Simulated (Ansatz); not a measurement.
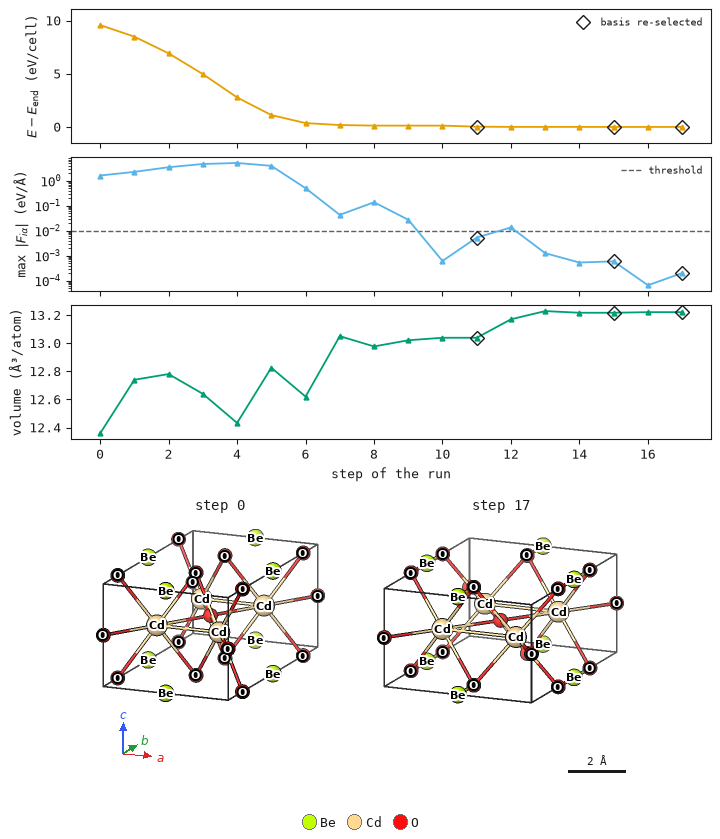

First and last geometry of a relaxation of solid BeCd2O3 (built on the CeAl2Cu3-65 type type), with the history of the run. The picture is a ball-and-stick view of the conventional cell (2 times the calculation's cell), seen slightly off an axis. Lengths and directions refer to the drawn axes.

The calculation used DFT, PBEsol, plane waves, PAW (Ansatz 0.2.0). Set-up: plane-wave cutoff 420 eV; k-point mesh 6 × 6 × 6; occupations fermi dirac; smearing width 0.03 eV; no spin polarisation; cell and atoms relaxed; force threshold 0.01 eV/Å; at most 120 steps.

**Read the history and describe the run.**

It converged. After 14 accepted moves (17 points after the start) the energy has fallen by 9.584 eV per cell of the calculation. Largest force component: 1.6 eV/Å at the start, 0.0002 eV/Å at the end. Pressure: 6.42 GPa at the start and 0.00 GPa at the end. The SCF was repeated 3 times at an unchanged geometry on a basis and grid sized afresh for the cell, which shifted the energy by 99.6 meV per cell of the calculation at most. The largest moves relative to the cell, 1.18 Å, are those of O atoms. Cd and Be stay in place. Cell: a 4.841 → 5.711 Å (+18.0 %), b 8.095 → 7.687 Å (−5.0 %), c 3.784 → 3.614 Å (−4.5 %). Volume +7.0 %. Some distances before and after: Be–O 2.744 → 1.430 Å, Cd–Cd 2.420 → 2.856 Å, Cd–O 2.358 → 2.394 Å. New bonds form, among them: Be–O (2.74 → 1.43 Å). Bond angles that change, for instance: Cd–O–Cd 61.7° → 74.7°, Cd–O–Cd 61.8° → 73.2°, Cd–O–Cd 118.2° → 106.8°. The space group stays Cmmm (No. 65).
